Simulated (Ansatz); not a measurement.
Start from BN in the zinc blende structure (space group F-43m, No. 216; a = 3.625 Å). Axes: x, y, z lie along the cube axes.

The change: uniaxial stress, 2 GPa tension along z; all other stress components relax to zero.

Calculations: Ansatz (an electronic-structure program) PBE, no spin-orbit coupling.

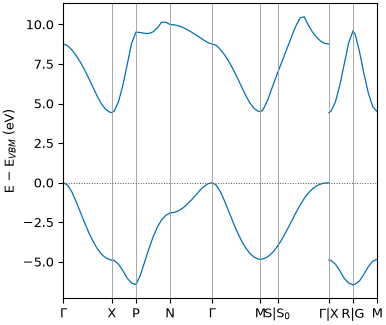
Highest valence and lowest conduction band along the path of the changed cell's own zone

Q: Read the changed gap and its character from the plot.

A: About 4.4 eV, indirect, Γ → X.

Load acts through the strain it causes; cell and atoms are relaxed under it. Beyond what the load breaks, stability against distortions was not tested. k-point labels follow each cell's own Brillouin zone.
